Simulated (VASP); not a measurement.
Band structure of SiO$_{2}$ (cristobalite). These are PBE GGA, VASP's PBE PAW potentials (set 64) (plane waves; VASP) values and carry that method's errors.

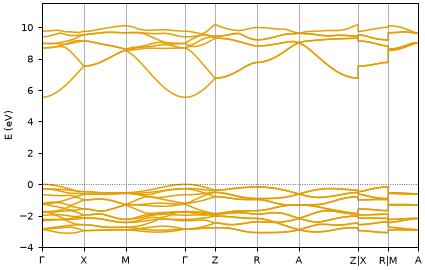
Fig. 1. Bands along high-symmetry lines, zero at the valence-band maximum or, without a gap, the Fermi level

Task: Read the plot: is there a gap, and where are the band edges?

Result: The gap is direct, 5.54 eV, from the valence maximum at Γ to the conduction minimum at Γ. (Edges off the drawn lines would not show.)

The compound is SiO2 in the cristobalite structure. It was relaxed first, which changed the volume by +6 %.
